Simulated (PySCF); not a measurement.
# One shape, several levels: CH8GaNSi (SMILES C[SiH2][GaH][NH2])

Aim: a comparison of 6 runs (HF/3-21G, HF/def2-SVP, PBE0/def2-SVP, CAM-B3LYP/aug-cc-pVDZ, MP2/pcseg-1, CCSD/6-31G*) of CH8GaNSi. 

The calculation is run with PySCF 2.14.0.

### Step 1. The molecule

CH8GaNSi has 12 atoms, charge 0, and is taken as a singlet. SMILES: `C[SiH2][GaH][NH2]`. Geometry: a GFN2-xTB relaxation, a rough one for these elements and not checked as a minimum. This is one conformer, not always the lowest.

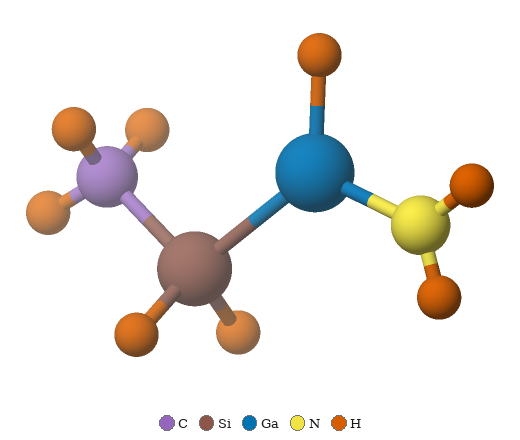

The structure, seen from a chosen angle (carbon purple, silicon brown, gallium blue, nitrogen yellow, hydrogen orange).

### Step 2. Energy and forces at HF/3-21G (run 1)

Input file run.py:

```python
import pyscf.grad
from pyscf import gto, scf

system = gto.M(
    atom='''
C   -0.055270   2.278070  -0.084770
Si  -0.866600   0.608990   0.366260
Ga   0.721790  -1.093610  -0.216720
N    0.389430  -2.883890  -0.088250
H   -0.683980   3.127610   0.162990
H    0.160420   2.319970  -1.150810
H    0.889180   2.394300   0.443650
H   -1.213860   0.622900   1.805300
H   -2.146580   0.488070  -0.367780
H    2.216530  -0.914770  -0.772340
H   -0.463820  -3.332600   0.228400
H    1.052760  -3.615030  -0.325920
''',
    basis='3-21g',
    charge=0,
    verbose=4,
    spin=0,
    max_memory=1860,
)

hf = scf.RHF(system)
hf.conv_tol = 1e-10
hf.kernel()
if not hf.converged:
    hf = hf.newton().run(hf.mo_coeff, hf.mo_occ)

e_tot = hf.e_tot
print('E = %.10f Eh' % e_tot)
grad = hf.Gradients().kernel()
dip = hf.dip_moment()
pop, q = hf.mulliken_pop()
```

Launch:

```sh
OMP_NUM_THREADS=1 python run.py
```

Log:

```text
PySCF version 2.14.0

[... 66 lines left out ...]
converged SCF energy = -2297.7115320852
[... 12 lines left out ...]
Dipole moment(X, Y, Z, Debye): -0.26615, -0.72836,  0.08882
[... 82 lines left out ...]
charge of   11H =      0.32147
```

Wall time 4.2 s (1 thread of Intel Xeon at 2.70GHz, shared host); peak memory 0.14 GiB.

### Step 3. Energy and gradient at HF/def2-SVP (run 2)

Input file start.xyz:

```xyz
12

C     -0.055270     2.278070    -0.084770
Si    -0.866600     0.608990     0.366260
Ga     0.721790    -1.093610    -0.216720
N      0.389430    -2.883890    -0.088250
H     -0.683980     3.127610     0.162990
H      0.160420     2.319970    -1.150810
H      0.889180     2.394300     0.443650
H     -1.213860     0.622900     1.805300
H     -2.146580     0.488070    -0.367780
H      2.216530    -0.914770    -0.772340
H     -0.463820    -3.332600     0.228400
H      1.052760    -3.615030    -0.325920
```

Input file input.py:

```python
# C[SiH2][GaH][NH2]
from pyscf import gto

mol = gto.M(
    atom='start.xyz',
    max_memory=1860,
    spin=0,
    verbose=4,
    basis='def2-svp',
)

calc0 = mol.RHF()
calc0.conv_tol = 1e-10
calc0.kernel()
if not calc0.converged:
    calc0 = calc0.newton().run(calc0.mo_coeff, calc0.mo_occ)

e_tot = calc0.e_tot
print('E = %.10f Eh' % e_tot)
grad = calc0.nuc_grad_method().kernel()
calc0.analyze()
```

Launch:

```sh
OMP_NUM_THREADS=1 python input.py
```

Log:

```text
PySCF version 2.14.0

[... 83 lines left out ...]
Two-electron Energy =                 1234.120181896623990
[... 16 lines left out ...]
MO #13  energy= -4.47146389065534  occ= 2
[... 14 lines left out ...]
MO #28  energy= -0.558758285895925 occ= 2
[... 14 lines left out ...]
MO #43  energy= 0.26314071178707   occ= 0
[... 14 lines left out ...]
MO #58  energy= 0.728609538044004  occ= 0
[... 14 lines left out ...]
MO #73  energy= 1.11785670629436   occ= 0
[... 14 lines left out ...]
MO #88  energy= 1.90650710229966   occ= 0
[... 14 lines left out ...]
MO #103 energy= 2.47236327192429   occ= 0
[... 14 lines left out ...]
MO #118 energy= 3.75318735338716   occ= 0
[... 133 lines left out ...]
Dipole moment(X, Y, Z, Debye): -0.35077, -0.34240,  0.11104
```

Wall time 22 s (1 thread of Intel Xeon at 2.70GHz, shared host); peak memory 0.3 GiB.

Run 3 isn't shown in full; the table further down has it.

### Step 4. Energy and gradient at CAM-B3LYP/aug-cc-pVDZ (run 4)

Input file run.py:

```python
import pyscf.grad
from pyscf import gto, dft

system = gto.M(
    atom='''
C   -0.055270   2.278070  -0.084770
Si  -0.866600   0.608990   0.366260
Ga   0.721790  -1.093610  -0.216720
N    0.389430  -2.883890  -0.088250
H   -0.683980   3.127610   0.162990
H    0.160420   2.319970  -1.150810
H    0.889180   2.394300   0.443650
H   -1.213860   0.622900   1.805300
H   -2.146580   0.488070  -0.367780
H    2.216530  -0.914770  -0.772340
H   -0.463820  -3.332600   0.228400
H    1.052760  -3.615030  -0.325920
''',
    basis='aug-cc-pvdz',
    spin=0,
    max_memory=1860,
    verbose=3,
)

ks = dft.RKS(system, xc='cam-b3lyp')
ks.conv_tol = 1e-10
ks.grids.level = 5
ks.kernel()
if not ks.converged:
    ks = ks.newton().run(ks.mo_coeff, ks.mo_occ)

energy = ks.e_tot
print('Final energy', energy)
grad = ks.Gradients().kernel()
ks.analyze()
```

Launch:

```sh
OMP_NUM_THREADS=1 python run.py
```

Log:

```text
converged SCF energy = -2312.08203375024
[... 22 lines left out ...]
MO #13  energy= -3.86235320791103  occ= 2
[... 20 lines left out ...]
MO #34  energy= -0.0111720001536901 occ= 0
[... 20 lines left out ...]
MO #55  energy= 0.136118533102184  occ= 0
[... 20 lines left out ...]
MO #76  energy= 0.320696123691346  occ= 0
[... 20 lines left out ...]
MO #97  energy= 0.50131759559482   occ= 0
[... 20 lines left out ...]
MO #118 energy= 0.738523047800843  occ= 0
[... 20 lines left out ...]
MO #139 energy= 1.23223327492467   occ= 0
[... 20 lines left out ...]
MO #160 energy= 1.97512716238324   occ= 0
[... 20 lines left out ...]
MO #181 energy= 3.24800508843926   occ= 0
[... 13 lines left out ...]
Dipole moment(X, Y, Z, Debye): -0.33740, -0.07518,  0.09686
```

Run time: 5.5 min. Hardware: 1 thread of Intel Xeon at 2.70GHz, shared host; peak memory 2.5 GiB.

Run 5 isn't shown in full; the table further down has it.

### Step 5. A single-point energy at CCSD/6-31G(d) (spherical functions) (run 6)

Input file run.py:

```python
from pyscf import gto, cc

system = gto.M(
    atom=[
    ('C', (-0.055270, 2.278070, -0.084770)),
    ('Si', (-0.866600, 0.608990, 0.366260)),
    ('Ga', (0.721790, -1.093610, -0.216720)),
    ('N', (0.389430, -2.883890, -0.088250)),
    ('H', (-0.683980, 3.127610, 0.162990)),
    ('H', (0.160420, 2.319970, -1.150810)),
    ('H', (0.889180, 2.394300, 0.443650)),
    ('H', (-1.213860, 0.622900, 1.805300)),
    ('H', (-2.146580, 0.488070, -0.367780)),
    ('H', (2.216530, -0.914770, -0.772340)),
    ('H', (-0.463820, -3.332600, 0.228400)),
    ('H', (1.052760, -3.615030, -0.325920)),
],
    max_memory=1860,
    basis='6-31g*',
    verbose=4,
)

calc0 = system.RHF()
calc0.conv_tol = 1e-10
calc0.kernel()
if not calc0.converged:
    calc0 = calc0.newton().run(calc0.mo_coeff, calc0.mo_occ)

mycc = cc.CCSD(calc0, frozen=16)
mycc.kernel()
e_tot = mycc.e_tot
print('E(%s) = %.9f' % ('CCSD', e_tot))
calc0.analyze()
```

Launch:

```sh
OMP_NUM_THREADS=1 python run.py
```

Log:

```text
PySCF version 2.14.0

[... 106 lines left out ...]
MO #3   energy= -48.1983989749703  occ= 2
[... 12 lines left out ...]
MO #16  energy= -4.21606738118518  occ= 2
[... 12 lines left out ...]
MO #29  energy= -0.466996974442168 occ= 2
[... 12 lines left out ...]
MO #42  energy= 0.280984426350685  occ= 0
[... 12 lines left out ...]
MO #55  energy= 0.668978854705419  occ= 0
[... 12 lines left out ...]
MO #68  energy= 1.16516865523265   occ= 0
[... 12 lines left out ...]
MO #81  energy= 2.02106307475823   occ= 0
[... 12 lines left out ...]
MO #94  energy= 3.54635682614362   occ= 0
[... 109 lines left out ...]
Dipole moment(X, Y, Z, Debye): -0.35616, -0.21047,  0.11409
```

It took 22 s on 1 thread of Intel Xeon at 2.70GHz, shared host; peak memory 0.5 GiB.

### Step 6. Overview of the runs

```csv
run,level,integration grid,frozen core orbitals,energy (Eh),dipole moment (D) of the reference,HOMO energy (eV),LUMO energy (eV),wall time
1,HF/3-21G,–,–,-2297.711532,0.78,-9.89,1.92,4.2 s
2,HF/def2-SVP,–,–,-2308.764392,0.50,-10.03,1.81,22 s
3,PBE0/def2-SVP,5,–,-2311.135605,0.69,-7.14,-0.98,90 s
4,CAM-B3LYP/aug-cc-pVDZ,5,–,-2312.082034,0.36,-8.70,-0.30,5.5 min
5,MP2/pcseg-1,–,16,-2309.365631,0.49,-10.11,1.63,57 s
6,CCSD/6-31G* (spherical functions),–,16,-2309.513333,0.43,-10.00,1.75,22 s
```

### Step 7. Results

| quantity | value |
| --- | --- |
| run 6: total energy | -2309.51333 Eh |
| run 6: dipole moment (Hartree–Fock density) | 0.43 D |
| run 6: HOMO energy (Hartree–Fock orbitals) | -10.00 eV |
| run 6: LUMO energy (Hartree–Fock orbitals) | 1.75 eV |
| run 6: HOMO–LUMO gap (Hartree–Fock orbitals) | 11.74 eV |
| run 6: correlation energy (16 core orbitals frozen) | -651.3 mEh |
| run 6: T1 diagnostic | 0.015 |

Over runs 1, 2, 3, 4 the dipole moment (its size) runs from 0.36 D (CAM-B3LYP/aug-cc-pVDZ) to 0.78 D (HF/3-21G). The two ends differ in method and basis. Over runs 1, 2, 3, 4 the HOMO–LUMO gap runs from 6.17 eV (PBE0/def2-SVP) to 11.84 eV (HF/def2-SVP). Exact exchange widens orbital gaps. Totals of different functionals can't be ranked against each other. All runs together took 8.8 min, the longest 5.5 min.
